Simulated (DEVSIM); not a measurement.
System: abrupt In0.53Ga0.47As n-p junction, at 300 K.

| layer (left to right) | material | thickness (μm) | Nd (cm⁻³) | Na (cm⁻³) | τn (s) | τp (s) |
|---|---|---|---|---|---|---|
| 1 | In0.53Ga0.47As | 1.00 | 3.1e16 | - | 9.4e-10 | 9.4e-10 |
| 2 | In0.53Ga0.47As | 5.70 | - | 2.1e15 | 9.4e-10 | 9.4e-10 |

Left contact: ohmic. Right contact: ohmic. Voltage is applied to the left contact. Recombination: SRH at mid-gap, radiative. Mobility is constant in doping.

Constants are typed, rounded textbook-type inputs, not results; the design itself was drawn at random and stands for no fabricated device. Values at 300 K.

| parameter | In0.53Ga0.47As |
|---|---|
| gap (eV) | 0.74 |
| affinity (eV) | 4.51 |
| permittivity | 13.9 |
| Nc (cm⁻³) | 2.1e17 |
| Nv (cm⁻³) | 7.7e18 |
| μn (cm²/Vs) | 12000 |
| μp (cm²/Vs) | 300 |
| B (cm³/s) | 9.6e-11 |

Model (solved in DEVSIM): 1D drift-diffusion, Boltzmann statistics, complete ionisation; no tunnelling, impact ionisation, image-force lowering or self-heating.

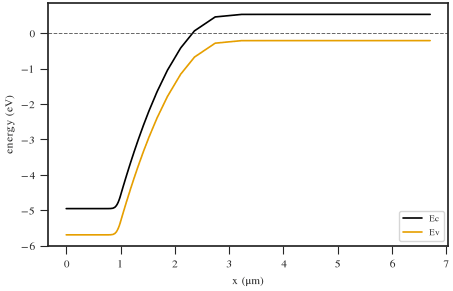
*Band edges at 5.0 V on the left contact*

Energies count from the Fermi level of the right contact; mesh points crowd at the junctions.

```
x (μm)   Ec (eV)  Ev (eV)  n (cm⁻³)  p (cm⁻³)  field (V/cm)
-------  -------  -------  --------  --------  ------------
0.000     -4.950   -5.691    3.1e16     1.9e7           ≈ 0
0.02361   -4.950   -5.691    3.1e16     1.9e7           ≈ 0
0.06930   -4.950   -5.691    3.1e16     1.8e7           ≈ 0
0.1649    -4.950   -5.691    3.1e16     1.6e7           ≈ 0
0.4392    -4.950   -5.691    3.1e16     1.1e7           ≈ 0
0.7082    -4.950   -5.691    3.1e16   4500000            12
0.8614    -4.939   -5.679    2.0e16    910000          4300
0.9581    -4.765   -5.505    2.4e13   5700000         36000
0.9906    -4.628   -5.368    1.2e11     5.5e7         49000
1.009     -4.531   -5.271     2.9e9     1.0e8         52000
1.045     -4.345   -5.085     1.1e8     2.0e8         51000
1.152     -3.812   -4.552     1.0e8     5.2e8         49000
1.326     -3.008   -3.748     9.9e7     1.1e9         44000
1.672     -1.654   -2.394     9.2e7     2.9e9         34000
2.742      0.456   -0.284   4800000    1.3e14          5200
4.280      0.528   -0.212     1.1e8    2.1e15           ≈ 0
5.496      0.528   -0.212     2.0e8    2.1e15           ≈ 0
6.131      0.528   -0.212     2.5e8    2.1e15           ≈ 0
6.490      0.528   -0.212     2.7e8    2.1e15           ≈ 0
6.607      0.528   -0.212     2.8e8    2.1e15           ≈ 0
6.665      0.528   -0.212     2.8e8    2.1e15           ≈ 0
6.700      0.528   -0.212     2.9e8    2.1e15           ≈ 0
```
